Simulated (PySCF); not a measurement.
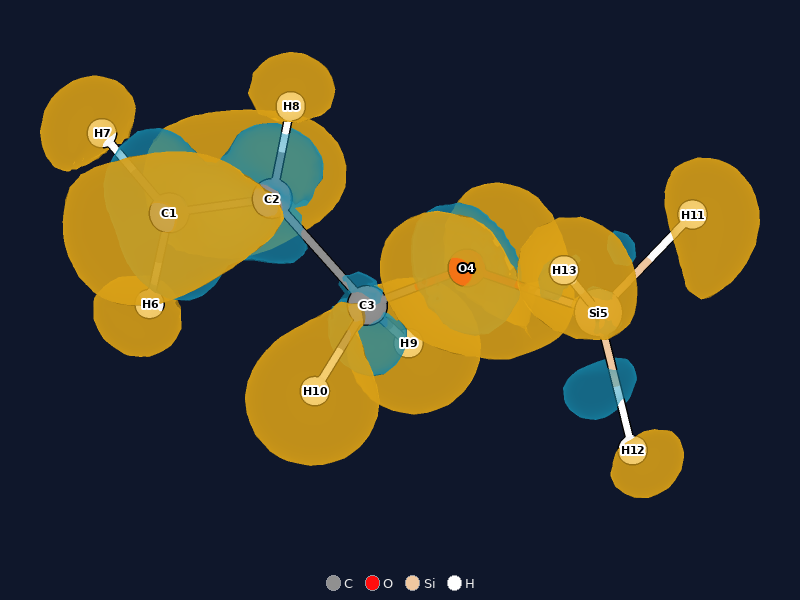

*C3H8OSi, charge +1, doublet, SMILES `[CH2+][CH]CO[SiH3]`. Fukui function f⁺ = ρ(N+1) − ρ(N) at fixed geometry, surfaces at ±0.02 e/Å³ (yellow positive, teal negative).*

Computed with PySCF, PBE0/def2-SVP, geometry: GFN2-xTB. No frequency check shows the geometry to be a minimum. GFN2-xTB doesn't know the spin state, so this open-shell geometry is rough.

Coordinates in Å:

```
C1      -3.0628   -0.0189   -0.0099
C2      -1.7939    0.4139    0.0092
C3      -0.6230   -0.4983    0.0113
O4       0.5773    0.1603   -0.0070
Si5      2.1918    0.0212   -0.0008
H6      -3.3106   -1.0684   -0.0301
H7      -3.8879    0.6730   -0.0057
H8      -1.5646    1.4713    0.0242
H9      -0.6889   -1.1905   -0.8497
H10     -0.6763   -1.1693    0.8899
H11      2.5195    0.7759   -1.2278
H12      2.6629   -1.3553    0.0666
H13      2.5203    0.9037    1.1362
```

### Which atoms respond most to the addition of an electron?

f⁺ (Hirshfeld-condensed) is largest on C1 (0.17), O4 (0.12) and C2 (0.10); the vertical electron affinity is 9.00 eV (to the singlet neutral species, which needn't be its lowest state; rough: the basis has no diffuse functions). Condensed values hint at sites of nucleophilic attack but needn't mark the atom that reacts. Orbital relaxation makes it negative in places (0.18 e in all).

```csv
atom,f⁺,charge
C1,+0.17,+0.06
C2,+0.10,+0.06
C3,+0.06,+0.07
O4,+0.12,−0.10
Si5,+0.08,+0.47
H6,+0.05,+0.10
H7,+0.06,+0.11
H8,+0.04,+0.09
H9,+0.08,+0.12
H10,+0.08,+0.12
H11,+0.06,−0.03
H12,+0.03,−0.04
H13,+0.06,−0.03
```
